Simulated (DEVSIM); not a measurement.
System: Si p-i-n diode, at 400 K.

| layer (left to right) | material | thickness (μm) | Nd (cm⁻³) | Na (cm⁻³) | τn (s) | τp (s) |
|---|---|---|---|---|---|---|
| 1 | Si | 0.200 | - | 1.5e19 | 0.00097 | 0.00097 |
| 2 | Si | 0.720 | 2.1e13 | - | 0.00097 | 0.00097 |
| 3 | Si | 0.370 | 2.4e18 | - | 0.00097 | 0.00097 |

Left contact: ohmic. Right contact: ohmic. Voltage is applied to the left contact. Recombination: SRH at mid-gap. Gap narrowing is on: ΔEg = 6.92 meV × (l + √(l² + 0.5)), l = ln(N/1.3e17 cm⁻³), shared equally by both band edges. Mobility is constant in doping.

This is a model device: material constants are rounded textbook-type values typed into the input, and sizes, dopings and lifetimes were drawn at random. Values at 300 K; Nc and Nv go as T^1.5, mobilities as T to minus their exponent, the gap by Varshni's rule with the affinity fixed.

```tsv
parameter	Si
gap (eV)	1.124
affinity (eV)	4.05
permittivity	11.7
Nc (cm⁻³)	2.86e19
Nv (cm⁻³)	3.1e19
μn (cm²/Vs)	1417
μp (cm²/Vs)	470
T exponent of μn	2.3
T exponent of μp	2.2
Varshni α (eV/K)	0.000473
Varshni β (K)	636
```

Simulated with DEVSIM: 1D drift-diffusion, Boltzmann statistics, complete ionisation; no tunnelling, impact ionisation, image-force lowering or self-heating.

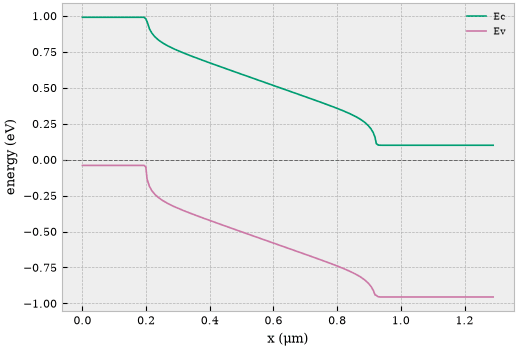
*Band edges at zero bias*

Energies count from the Fermi level of the right contact; mesh points crowd at the junctions.

```
x (μm)   Ec (eV)  Ev (eV)  n (cm⁻³)  p (cm⁻³)  field (V/cm)
-------  -------  -------  --------  --------  ------------
0.000      0.990   -0.040     1.5e7    1.5e19           ≈ 0
0.01877    0.990   -0.040     1.5e7    1.5e19           ≈ 0
0.05107    0.990   -0.040     1.5e7    1.5e19           ≈ 0
0.09979    0.990   -0.040     1.5e7    1.5e19           ≈ 0
0.1607     0.990   -0.040     1.5e7    1.5e19           ≈ 0
0.1870     0.990   -0.040     1.5e7    1.5e19           ≈ 0
0.2031     0.959   -0.137     3.6e7    9.0e17        -99000
0.2385     0.833   -0.263     1.4e9    2.3e16        -18000
0.2879     0.770   -0.326     8.8e9    3.7e15        -10000
0.3832     0.687   -0.409    9.8e10    3.3e14         -8100
0.5440     0.560   -0.536    3.9e12    8.3e12         -7800
0.7585     0.391   -0.705    5.2e14    6.3e10         -8100
0.8399     0.320   -0.777    4.1e15     7.8e9        -10000
0.8860     0.261   -0.835    2.3e16     1.4e9        -17000
0.9189     0.156   -0.940    4.7e17     6.8e7        -72000
0.9362     0.100   -0.955    2.4e18     4.4e7          -520
0.9697     0.100   -0.955    2.4e18     4.4e7           ≈ 0
1.024      0.100   -0.955    2.4e18     4.4e7           ≈ 0
1.152      0.100   -0.955    2.4e18     4.4e7           ≈ 0
1.220      0.100   -0.955    2.4e18     4.4e7           ≈ 0
1.260      0.100   -0.955    2.4e18     4.4e7           ≈ 0
1.290      0.100   -0.955    2.4e18     4.4e7           ≈ 0
```
